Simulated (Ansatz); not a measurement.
# Hypothetical cubic perovskite TlCdI3: alloy series

Start from TlCdI$_{3}$ in the cubic perovskite structure (space group Pm-3m, No. 221; a = 5.7934 Å; a hypothetical phase, not in the database extracts checked).

The other end (x = 1) is TlZnI₃ in the cubic perovskite structure (space group Pm-3m, No. 221; a hypothetical phase, not in the database extracts checked): 34.08 Å³/atom, gap zero; this end may not be an ambient phase.

Zn replaces a fraction x of Cd; each row is one arrangement (x, atoms in the cell, starting space group or random), fully relaxed.

Method: Ansatz (a program for electronic structure) PBEsol, without spin-orbit coupling.

Notes on the quantities. deviation of the volume from the linear: Vegard-type) interpolation.

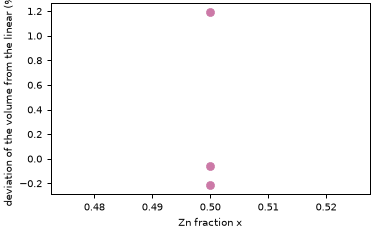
Fig. 1. Deviation of the volume from the linear against Zn fraction x

```tsv
Zn fraction x	deviation of the volume from the linear
x(Zn) = 0.5, 10 atoms, P4/mmm (arrangement A)	-0.1 %
x(Zn) = 0.5, 10 atoms, P4/mmm (arrangement B)	+1.2 %
x(Zn) = 0.5, 10 atoms, Fm-3m	-0.2 %
```

These are small ordered cells, not random alloys; other orderings at the same x differ. Spin-orbit coupling, missing from the scalar runs, can matter with I and Tl. No phonon test of stability was made. The final runs are not spin-polarised. Many cubic perovskites are stable only at high temperature; tilts and polar distortions were not tested. A zero or small gap of Tl2ZnCdI6, TlCdI3 and TlZnI3 can be the functional's error rather than a property of the material.
